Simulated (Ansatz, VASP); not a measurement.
# Cross-check of W (Tungsten) between VASP and Ansatz

Aim: how closely do two programs agree when they are given the same cell, functional and k mesh? The cell comes out of the VASP series on this material, whose earlier steps may have relaxed, scaled or displaced it; both programs get it as it stands.

Program: Ansatz 0.2.0. Level of theory: plane waves, with VASP 6.6.1 beside it; band structure at LDA. Results are calculated unless marked as measured.

## 1. Starting point

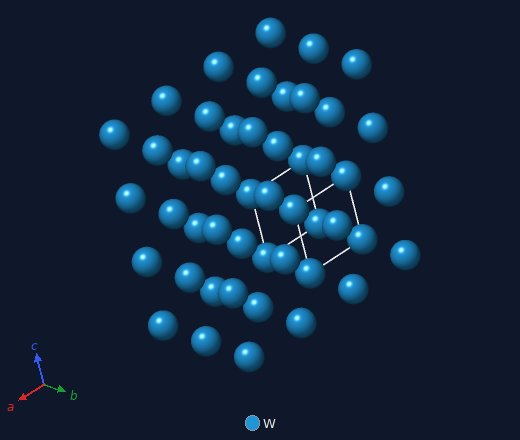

The starting structure, seen from a free direction (tungsten blue). 3×2×3 cells are drawn. Some periodic images of atoms are drawn too.

Coordinates:

```xyz
1
Lattice="-1.5171 1.5459 1.5559 1.5453 -1.6057 1.6439 1.5586 1.6473 -1.6158" Properties=species:S:1:pos:R:3 pbc="T T T"
W     0.0000    0.0000    0.0000
```

## 2. VASP: band structure, LDA

The same path points are solved in both programs, so levels can be compared one by one.

Lines of VASP's logs that name or quote its potential files are left out, and so is its time.

Input file INCAR:

```
SYSTEM = W
PREC = Accurate
ENCUT = 400
EDIFF = 1E-06
NELM = 100
ISMEAR = -1
SIGMA = 0.05
LREAL = .FALSE.
ALGO = Normal
GGA = CA
NBANDS = 14
LASPH = .TRUE.
LORBIT = 11
LWAVE = .FALSE.
LCHARG = .FALSE.
KPAR = 2
```

Input file POSCAR:

```
W
1.0
   -1.5171340000      1.5458900000      1.5559080000
    1.5452880000     -1.6057470000      1.6439180000
    1.5586460000      1.6472590000     -1.6157650000
W
1
Direct
    0.0000000000      0.0000000000      0.0000000000
```

Input file KPOINTS:

```
Automatic mesh
0
Gamma
17 17 17
0 0 0
```

Input file KPOINTS_OPT:

```
Line mode
16
Line-mode
Reciprocal
 -0.50000000   0.00000000   0.50000000 X
  0.00000000   0.00000000   0.00000000 GAMMA

  0.00000000   0.00000000   0.00000000 GAMMA
  0.00000000   0.50000000  -0.50000000 Y

 -0.50000000   0.50000000   0.00000000 L
  0.00000000   0.00000000   0.00000000 GAMMA

  0.00000000   0.00000000   0.00000000 GAMMA
  0.00000000  -0.50000000   0.00000000 Z

 -0.50000000  -0.50000000   0.50000000 N
  0.00000000   0.00000000   0.00000000 GAMMA

  0.00000000   0.00000000   0.00000000 GAMMA
  0.00000000   0.00000000  -0.50000000 M

 -0.50000000   0.00000000   0.00000000 R
  0.00000000   0.00000000   0.00000000 GAMMA
```

PAW data sets: W (LDA family, release 64).

Started as:

```sh
$ mpirun -np 2 vasp_std
```

Numbers of over 12 decimals in the logs are rounded to 6 here.

The log of the run:

```text
[banner, memory and clock lines left out]
running    2 mpi-ranks, on    1 nodes
 distrk:  each k-point on    1 cores,    2 groups
 distr:  one band on    1 cores,    1 groups

 POSCAR found type information on POSCAR W
 POSCAR found :  1 types and       1 ions
 LDA part: xc-table for (Slater(with rela. corr.)+CA(PZ))
 , standard interpolation
 POSCAR, INCAR and KPOINTS ok, starting setup
 FFT: planning ... GRIDC
 FFT: planning ... GRID_SOFT
 FFT: planning ... GRID
 WAVECAR not read
 entering main loop
       N       E                     dE             d eps       ncg     rms          rms(c)
DAV:   1     0.466375513096E+01    0.46638E+01   -0.23536E+03 69478   0.291E+02
DAV:   2    -0.146162663441E+02   -0.19280E+02   -0.18518E+02 88284   0.887E+01
DAV:   3    -0.148900695166E+02   -0.27380E+00   -0.27331E+00 92232   0.818E+00
DAV:   4    -0.148903669143E+02   -0.29740E-03   -0.29739E-03 88266   0.322E-01
DAV:   5    -0.148903675202E+02   -0.60589E-06   -0.60543E-06 93144   0.131E-02    0.204E+01
DAV:   6    -0.143600053963E+02    0.53036E+00   -0.28455E-01 96516   0.259E+00    0.958E+00
DAV:   7    -0.141671353043E+02    0.19287E+00   -0.33155E-01 96852   0.259E+00    0.305E-01
DAV:   8    -0.141652315101E+02    0.19038E-02   -0.60306E-03 81894   0.398E-01    0.200E-01
DAV:   9    -0.141646779946E+02    0.55352E-03   -0.25968E-04 95440   0.495E-02    0.759E-02
DAV:  10    -0.141646695835E+02    0.84111E-05   -0.36813E-05 89136   0.324E-02    0.141E-02
DAV:  11    -0.141646699921E+02   -0.40863E-06   -0.13104E-06 88850   0.761E-03
   1 F= -.14164670E+02 E0= -.14162492E+02  d E =-.435574E-02
 Start KPOINTS_OPT (optional k-point list driver)
k-point batch [1-112\112]
       N       E                     dE             ncg
DAV:   1     0.189898458424E+05   -0.83130E+04     3168
DAV:   2     0.167177702069E+05   -0.22721E+04     4060
DAV:   3     0.166822356222E+05   -0.35535E+02     4012
DAV:   4     0.166821853770E+05   -0.50245E-01     3844
DAV:   5     0.166821852275E+05   -0.14950E-03     4036
DAV:   6     0.166821852268E+05   -0.64523E-06     3816
```

OUTCAR, selected parts (step 2):

```text
ion  position               nearest neighbor table
   1  0.000  0.000  0.000-

  LATTYP: Found a triclinic cell.
 ALAT       =     5.3583404474
 B/A-ratio  =     0.5972949402
 C/A-ratio  =     0.5793471449
 COS(alpha) =     0.0176124649
 COS(beta)  =     0.2976464945
 COS(gamma) =     0.9121669720

 Subroutine GETGRP returns: Found  2 space group operations
 (whereof  2 operations were pure point group operations)

The static configuration has the point symmetry S_2 .

 Found   2457 irreducible k-points:

   k-points           NKPTS =   2457   k-points in BZ     NKDIM =   2457   number of bands    NBANDS=     14

   dimension x,y,z NGX =    18 NGY =   18 NGZ =   18
   dimension x,y,z NGXF=    36 NGYF=   36 NGZF=   36

   ENCUT  =  400.0 eV  29.40 Ry    5.42 a.u.   4.35  4.52  4.54*2*pi/ulx,y,z

   NELECT =       6.0000    total number of electrons

 k-points in reciprocal lattice and weights: Automatic mesh
   0.00000000  0.00000000  0.00000000       0.000
   0.05882353  0.00000000  0.00000000       0.000
   0.11764706 -0.00000000 -0.00000000       0.000
   0.17647059 -0.00000000  0.00000000       0.000
   0.23529412 -0.00000000 -0.00000000       0.000
   0.29411765  0.00000000 -0.00000000       0.000
   0.35294118 -0.00000000  0.00000000       0.000
   0.41176471 -0.00000000  0.00000000       0.000
   0.47058824 -0.00000000 -0.00000000       0.000
[...]
-0.11764706 -0.05882353  0.47058824       0.000
  -0.05882353 -0.05882353  0.47058824       0.000

 average (electrostatic) potential at core
       1 -38.2091

 E-fermi :   7.8672

 k-point     1 :       0.0000    0.0000    0.0000
  band No.  band energies     occupation
      1      -1.7257      2.00000
      2       6.0153      2.00000
      3       6.5377      2.00000
      4       6.9773      2.00000
      5       9.7752      0.00000
      6      10.2709      0.00000
      7      22.4541      0.00000
      8      23.2597      0.00000
      9      23.6082      0.00000
    ...

 k-point     2 :       0.0588    0.0000    0.0000
  band No.  band energies     occupation
      1      -1.5577      2.00000
      2       6.0943      2.00000
      3       6.6524      2.00000
      4       6.8763      2.00000
      5       9.5641      0.00000
      6      10.2401      0.00000
      7      22.6321      0.00000
      8      23.6903      0.00000
      9      23.9066      0.00000
    ...

 k-point     3 :       0.1176   -0.0000   -0.0000
  band No.  band energies     occupation
      1      -1.0741      2.00000
      2       6.2125      2.00000
      3       6.5955      2.00000
      4       7.0752      2.00000
      5       9.0942      0.00000
      6      10.1664      0.00000
      7      23.0788      0.00000
      8      24.7030      0.00000
      9      24.8107      0.00000
    ...

  Total       -0.3779167     -1.3221164     -1.3874004     -0.3381588      0.5013715     -0.2554158
  in kB      -38.2070139   -133.6646896   -140.2648400    -34.1875233     50.6881744    -25.8222936
  external PRESSURE =    -104.0455145 kB  Pullay stress =       0.0000000 kB

  energy-cutoff  :      400.00
  volume of cell :       15.85
      direct lattice vectors                 reciprocal lattice vectors
    -1.517134000  1.545890000  1.555908000    -0.007158743  0.319234938  0.318551694
     1.545288000 -1.605747000  1.643918000     0.319340312  0.001654650  0.309738197
     1.558646000  1.647259000 -1.615765000     0.318010937  0.309092165  0.002983928

 POSITION                                       TOTAL-FORCE (eV/Angst)
 -----------------------------------------------------------------------------------
      0.00000      0.00000      0.00000         0.000000      0.000000      0.000000
 -----------------------------------------------------------------------------------
    total drift:                                0.000000     -0.000000     -0.000000

  FREE ENERGIE OF THE ION-ELECTRON SYSTEM (eV)
  ---------------------------------------------------
  free  energy   TOTEN  =       -14.1646699921 eV

  energy  without entropy=      -14.1603142545  energy(sigma->0) =      -14.16249212

 total charge
# of ion       s       p       d       tot
------------------------------------------
    1        0.675   0.706   4.180   5.560

[... 3 further parts left out ...]
```

The run ends at a pressure of -10.40 GPa.

## 3. Ansatz: band structure, LDA

Ansatz runs on its default PAW (the set named soft_2) files.

The same cell, functional (in two slightly different forms), mesh and smearing now go to Ansatz, which takes its cutoff from its data sets.

Input file input.yaml:

```yaml
crystal:
  lattice:
    - [-1.517134, 1.54589, 1.555908]
    - [1.545288, -1.605747, 1.643918]
    - [1.558646, 1.647259, -1.615765]
  atoms:
    - { symbol: W, position: [0.0, 0.0, 0.0] }
hamiltonian:
  xc: lda
  pseudopotentials: { kind: paw }
kpoints:
  mp_grid: { grid: [17, 17, 17] }
  band_path:
    path:
      - [-0.5, 0.0, 0.5]
      - [-0.4, 0.0, 0.4]
      - [-0.26667, 0.0, 0.26667]
      - [-0.13333, 0.0, 0.13333]
      - [0.0, 0.0, 0.0]
      - [0.0, 0.1, -0.1]
      - [0.0, 0.2, -0.2]
      - [0.0, 0.33333, -0.33333]
      - [0.0, 0.46667, -0.46667]
      - [-0.43333, 0.43333, 0.0]
      - [-0.3, 0.3, 0.0]
      - [-0.16667, 0.16667, 0.0]
      - [-0.06667, 0.06667, 0.0]
      - [0.0, -0.03333, 0.0]
      - [0.0, -0.16667, 0.0]
      - [0.0, -0.3, 0.0]
      - [0.0, -0.43333, 0.0]
      - [-0.46667, -0.46667, 0.46667]
      - [-0.36667, -0.36667, 0.36667]
      - [-0.23333, -0.23333, 0.23333]
      - [-0.1, -0.1, 0.1]
      - [0.0, 0.0, 0.0]
      - [0.0, 0.0, -0.13333]
      - [0.0, 0.0, -0.26667]
      - [0.0, 0.0, -0.36667]
      - [0.0, 0.0, -0.5]
      - [-0.4, 0.0, 0.0]
      - [-0.26667, 0.0, 0.0]
      - [-0.13333, 0.0, 0.0]
      - [0.0, 0.0, 0.0]
    npoints: 1
scf:
  occupations: { method: fermi_dirac, width: 0.05 }
  n_extra_bands: 6
output:
  forces: true
  stress: true
  eigenvalues: true
```

Started as:

```sh
$ ansatz run input.yaml --threads 2 --pin off --max-ram 4608MiB --backend cpu --events-out ev --progress --plain --runs-dir out
```

The log of the run:

```text
scf.n_extra_bands = 6 over 7 filled bands (N_el = 14.0): the run solves 13 bands
Engine: ansatz 0.2.0, aarch64-unknown-linux-gnu
Pseudopotentials: kind: paw
Pseudopotential: W, paw, valence charge 14, recommended cutoff 420 eV (normal), W.paw.azcp
Functional definition: SPW92
  exchange = slater_x
  correlation = pw_c
Crystal: 1 atoms, lattice volume = 15.848 Å³
Basis set: ecut = 420 eV, 321 PW (Γ)
Bands: 13, of which v1, the nominal top of the filled ones, is band 7 counted from 1 (6 counted from 0)
Symmetry: 2 space group operations
Space group: P-1 (ITA 2), of the structure as read, at distance tolerance 2.5e-5 Å
k-points: 2457 of 4913
Non-local potential: W, projectors of the file, l = 0: 3, l = 1: 2, l = 2: 2, l = 3: 1
PAW form: soft (Blöchl's): semilocal exchange-correlation on the pseudo side does not see the compensation charge
PAW frozen core: W, regenerated for the run's functional, and the local potential with it (the file was generated under x = pbe(κ = 0.804, μ = 0.219515), c = pbe(β = 0.066725))
PAW one-centre angular grid: W, 590 points (default); XC on 64 Gauss nodes
Initial density: superposition of atomic densities (neutral atoms: chi_scale 0, normalization atom), corrected by the library's trained network
Initial wavefunctions: pseudopotential atomic-orbital guess
Functional: x = slater, c = lda
SCF iter   1: F=—  HF=-10129.810712 eV  |F-HF|=—  |Δ(HF+E_count)|=         —  Δρ=5.29e-3  dr2=3.01e-3  ethr=1.77e-3  ⟨swp⟩=5.1  Hψ=166456  notcnv=0  defer=621
preconditioner: auto → none  [metal: Δε(μ)=0.001 eV  Ē_g=12.493 eV  σ=0.050 eV  W_gap=0.00  n_scr=0 (ndim 8)  ℏωp=22.8 eV  f_vac=0.000  D(μ)=0.55/eV (n_scr^D=0)]
SCF iter   2: F=—  HF=-10129.809502 eV  |F-HF|=—  |Δ(HF+E_count)|=   1.21e-3  Δρ=2.14e-3  dr2=2.15e-4  ethr=2.15e-5  ⟨swp⟩=1.4  Hψ=53552  notcnv=0  defer=1029
SCF iter   3: F=—  HF=-10129.809523 eV  |F-HF|=—  |Δ(HF+E_count)|=   2.12e-5  Δρ=7.09e-4  dr2=2.06e-5  ethr=1.54e-6  ⟨swp⟩=1.0  Hψ=29163  notcnv=0  defer=1029
SCF iter   4: F=—  HF=-10129.809528 eV  |F-HF|=—  |Δ(HF+E_count)|=   4.17e-6  Δρ=2.41e-5  dr2=2.22e-8  ethr=1.47e-7  ⟨swp⟩=1.0  Hψ=29163  notcnv=0  defer=1029
iter 5 did not close the SCF: its close was put off for the readings that it lacked (scf_convergence_deferred on its scf_iter line)
SCF iter   5: F=-10129.809528 eV  HF=-10129.809528 eV  |F-HF|=5.51e-10  |Δ(HF+E_count)|=   1.89e-8  Δρ=6.47e-6  dr2=1.65e-9  ethr=1.59e-10  ⟨swp⟩=2.4  Hψ=44491  notcnv=0  defer=1029
SCF iter   6: F=-10129.809528 eV  HF=-10129.809528 eV  |F-HF|=7.28e-12  |Δ(HF+E_count)|=  3.98e-10  Δρ=4.14e-7  dr2=2.01e-11  ethr=1.18e-11  ⟨swp⟩=4.7  Hψ=112558  notcnv=0
SCF 1 converged in 6 iterations: F = -10129.809528 eV  dr2 = 2.01e-11
  greatest PAW one-centre occupation: 1.000 electrons in one spin orbital (limit 2), on the W atom at site 0 (counted from 0), in its partial waves of l = 0
NSCF: frozen V_eff on 30 k-points
SCF converged after 6 iterations
Free energy (F): -10129.809528 eV
Harris-Foulkes:  -10129.809528 eV  (|F-HF|=7.28e-12)
Internal energy: -10129.805112 eV  (E = F + TS)
E sigma→0 (E₀):  -10129.807320 eV
Entropy (-TS):   -0.004416 eV (-4.416 meV/atom)
Fermi energy:    22.326706 eV
--- Per-component energies (eV) ---
  E_band       = -86.071636
  E_kinetic    = 450.666542
  E_local      = -606.110961  (includes V_loc(G=0)·N_el)
  E_nonlocal   = 6.244318
  E_hartree    = 216.165824
  E_xc         = -265.140941
  E_vxc        = -239.065623  (∫ρ·V_xc dr)
  E_paw        = -8309.606366  (= ΣΔE_a)
  E_vpaw       = -130.137423  (= ΣTr[D̂ρ^β])
  E_aug_tail   = -0.000063  (compensation charges beyond the density's cutoff)
  E_ewald      = -1622.306619
  E_core_change = 0.283153  (= ΣΔE_core)
  E_smearing   = -0.004416  (= −TS)
  E_closure    = -0.000000  (closes the sum)
  Σ components = -10129.809528   (vs F -10129.809528, Δ=0.00e0)
--- Forces (eV/Å), atoms counted from 1 ---
  atom   1  W      0.00000000     0.00000000     0.00000000
  max |Σ_I F_I| component: 0.00e0 eV/Å
--- Stress (GPa, compression-positive) ---
       -1.774101      -3.692333      -2.805724
       -3.692333     -11.178491       5.428541
       -2.805724       5.428541     -11.812892
  P = ⅓ Tr σ = -8.2552 GPa (-82.552 kbar)
--- Band table (eV; the first three rows and the last of 2457) ---
  k-point 0: bands = [... 3 lower, -15.3135, 12.6836, 20.4930, 21.0132, 21.4524, 24.2518, 24.7510, 36.2944, ... 2 higher]
  k-point 1: bands = [... 3 lower, -15.3181, 12.8491, 20.4272, 21.0694, 21.4678, 24.2443, 24.6561, 36.6288, ... 2 higher]
  k-point 2: bands = [... 3 lower, -15.3289, 13.3251, 20.2236, 20.9659, 21.7931, 24.1917, 24.5354, 37.4225, ... 2 higher]
  k-point 2456: bands = [... 3 lower, -15.4831, 16.4403, 19.1018, 21.5885, 24.0191, 24.7649, 28.4472, 34.2678, ... 2 higher]
```

It took 29 s on 2 threads of Arm Neoverse N1, shared host; peak memory 0.71 GiB.

## 4. Differences

Known differences besides the PAW data sets themselves: the two LDA forms differ slightly; the data sets hold 14 valence electrons in Ansatz (default PAW (the set named soft_2) files) and 6 in VASP; the cutoff is 420 eV in Ansatz and 400 eV in VASP; Ansatz makes its cores anew for this functional, VASP keeps those of its LDA data sets. Total energies have different zeros and are not compared.

Compared:

| quantity | Ansatz | VASP | difference |
| --- | --- | --- | --- |
| pressure (GPa) | -8.26 | -10.40 | +2.15 |

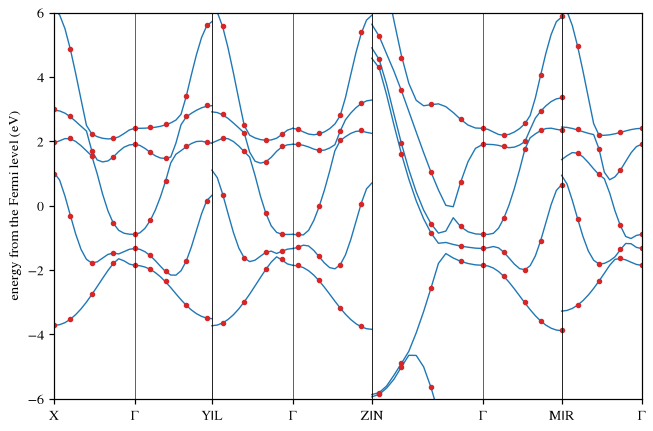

Bands from VASP (lines) and levels from Ansatz (dots). Dots without a line are higher empty bands that the VASP plot leaves out.

Levels from 3 eV below to 2 eV above the Fermi level differ by 14 meV r.m.s. and 24 meV at most; each VASP level is matched to the nearest of Ansatz, which flatters the figure a little.

## 5. What moves the difference

The difference is large enough to ask for its cause, so further runs change the set-up of one program at a time, as the table lists.

```
                                                           run  difference in pressure (GPa)
                                                      as above                           2.1
cores kept as stored, as VASP does, whose cores stay as stored                           2.2
                    norm-conserving potentials (cutoff 952 eV)                           1.3
```

## 6. Outcome

| Item | Value |
| --- | --- |
| difference in pressure (band structure, LDA) | 2.1 GPa |

In words: The difference in pressure is 2.1 GPa (band structure, LDA), beyond the 1 GPa picked in this series as the mark of a large difference. For band structure, LDA: norm-conserving potentials (cutoff 952 eV) cuts the difference in pressure from 2.1 to 1.3 GPa; whether that points to the cause isn't shown, since only Ansatz's side was varied. 2 further runs on this material are not shown. How closely two codes agree says nothing of how well the functional describes the real material.

[Lines on the potential files, build, host, timing and source positions are cut from VASP's logs without a mark.]

[Logs are printed without paths, hosts, clocks, repeated set-up lines and the standing remarks that a program may print on its own settings, such as how far it seeks lower states.]

[Hosts, paths, dates, database ids (printed as entryN), source tags and the programs' standing remarks are cut or masked in the printed files.]
